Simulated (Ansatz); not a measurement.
# AlCl₂H₃OSi: what the fields show

Input file:

```
crystal:
  periodic: [false, false, false]
  atoms:
    - {symbol: Si, position_ang: [0.040701, -0.861646, 1.239182]}
    - {symbol: O, position_ang: [0.013407, 0.057988, -0.106107]}
    - {symbol: Al, position_ang: [-0.022839, 0.997646, -1.472439]}
    - {symbol: Cl, position_ang: [-0.792791, 0.241625, -3.242084]}
    - {symbol: Cl, position_ang: [0.702594, 2.938709, -1.426946]}
    - {symbol: H, position_ang: [-0.074054, 0.003385, 2.441156]}
    - {symbol: H, position_ang: [1.319356, -1.615322, 1.295727]}
    - {symbol: H, position_ang: [-1.094274, -1.819484, 1.215611]}
basis:
  gaussian: {orbitals: def2-TZVPP}
hamiltonian: {xc: pbe0, dispersion: d4}
output: {orbitals: {seedname: orbitals}}
```

Launched as:

```sh
ansatz run in.yaml --threads 2 --pin off --events-out ev --progress --plain --max-ram 22528MiB --backend cpu
```

Geometry: PBE0-D4/def2-TZVP.

Level of theory: Ansatz 0.2.0, RKS PBE0-D4/def2-TZVPP.

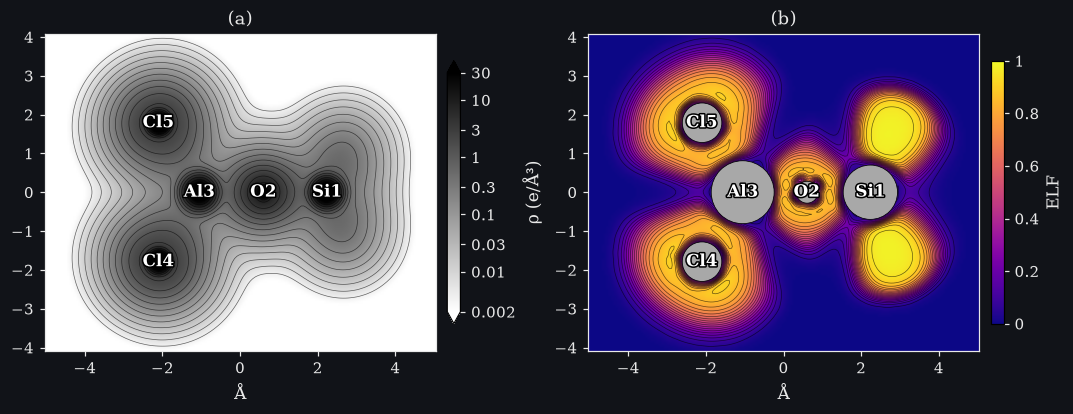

Figure 1. (a) electron density; (b) ELF on the plane of atoms O2, Al3 and Cl5. Grey discs cover the atomic cores in the ELF map.

Q: What do the fields say about this system?

A: Atoms in the plane: Si, O, Al and Cl.
Si–O (1.63 Å): the density is about 1.2 e/Å³ at the midpoint; the ELF peaks at about 0.85 between the atoms; a polar covalent bond.
Al–O (1.66 Å): ρ is about 0.96 e/Å³ halfway; the ELF peaks at about 0.85 in the valence shell of O, 0.6 Å from its nucleus, and is about 0.40 at the midpoint.
Al–Cl (2.07 Å): ρ at the midpoint is about 0.78 e/Å³; the ELF peaks at about 0.85 in the valence shell of Cl, 0.9 Å from its nucleus, and is about 0.80 at the midpoint.
The ELF also peaks beside Cl4, O2 and Cl5, away from the bonds: lone-pair regions.

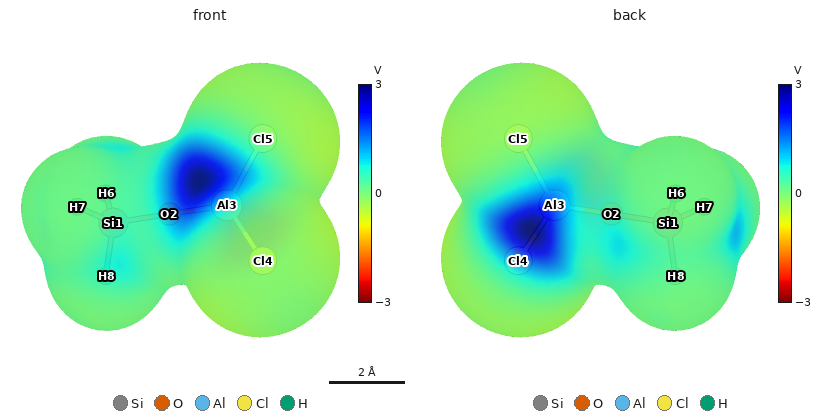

Figure 2. The electrostatic potential painted on the density surface at 0.001 e/bohr³, seen from the front and from behind; the colour scale runs from red (negative) to blue (positive).

Q: Which sites attract a positive test charge, and which a negative one?

A: A positive charge is drawn to the negative regions and a negative charge to the positive ones. The most negative region (about −0.4 V) lies over Cl4 and Cl5, the most positive (about +2.8 V) over Al3.

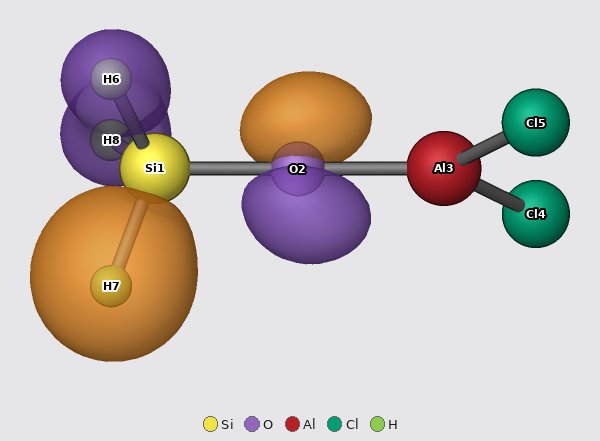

Figure 3. The HOMO−1 at ±0.15 Å⁻³ᐟ² (orange and purple are the two phases), seen from one side.

Q: Where does this orbital lie, and at what energy?

A: By Hirshfeld shares it lies mainly on Si1 (about 25 %), H7 (about 25 %), O2 (about 25 %), H6 (about 5 %) and H8 (about 5 %). Its energy is −9.16 eV.
